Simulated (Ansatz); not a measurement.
| atom | x (Å) | y (Å) | z (Å) |
| --- | --- | --- | --- |
| O | -0.7070 | -1.3088 | 0.9060 |
| S | -0.4823 | -3.1762 | -1.6524 |
| Si | 0.1917 | -1.5435 | -0.4504 |
| H | -0.8465 | -2.0717 | 1.4750 |
| H | 1.5972 | -1.9116 | -0.1510 |
| H | 0.1036 | -0.2589 | -1.1734 |
| H | -1.6664 | -2.6076 | -1.9431 |

Geometry: r2SCAN-D4/def2-TZVP.

Level of theory: isolated molecule in a Gaussian basis; Kohn-Sham density functional theory, functional PBE0 in Ansatz 0.2.0.

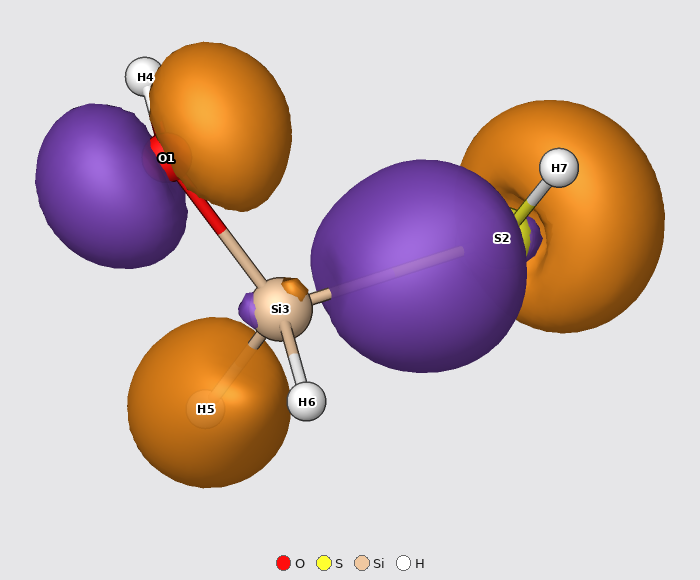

H$_{4}$OSSi (SMILES O[SiH2]S). The HOMO−1 at ±0.15 Å⁻³ᐟ² (orange and purple are the two phases), seen across its widest extent.

**Where does this orbital lie, and at what energy?**

Its weight (Hirshfeld) is mainly on S2 (about 40 %), O1 (about 30 %), Si3 (about 15 %) and H5 (about 10 %). Its energy is −8.95 eV.
